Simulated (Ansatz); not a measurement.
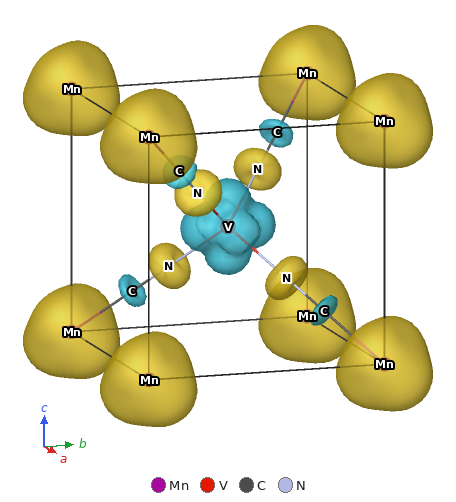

MnVC$_{4}$N$_{4}$. Isosurfaces of the magnetisation density (up minus down) at +0.08 (yellow) and −0.08 e/Å³ (cyan), seen slightly off an axis. Sticks mark near contacts.

Space group P-43m; a structure generated by program, which may or may not match a known phase; spin-polarised.

These are results of DFT PBE, scalar-relativistic, plane waves, PAW in Ansatz, not measurements.

The density is the valence pseudo-density of a PAW calculation; it isn't the true density close to the nuclei.

```
CELL_PARAMETERS angstrom
5.77551 0.00000 0.00000
0.00000 5.77551 0.00000
0.00000 0.00000 5.77551
ATOMIC_POSITIONS crystal
Mn 0.00000 0.00000 0.00000
V 0.50000 0.50000 0.50000
C 0.19222 0.19222 0.19222
C 0.19222 0.80778 0.80778
C 0.80778 0.19222 0.80778
C 0.80778 0.80778 0.19222
N 0.31147 0.31147 0.31147
N 0.31147 0.68853 0.68853
N 0.68853 0.31147 0.68853
N 0.68853 0.68853 0.31147
```

Which atoms carry the moments, and with what signs?

Answer. The spin density sits on Mn: +2.4 μB; V: −1.0 μB in one cell of 10 atoms, with smaller moments on other sites: N (up to +0.07 μB): ferrimagnetic (opposed moments on unlike sites) in this solution. The cell of the calculation (10 atoms) carries 2.0 μB of net spin moment.
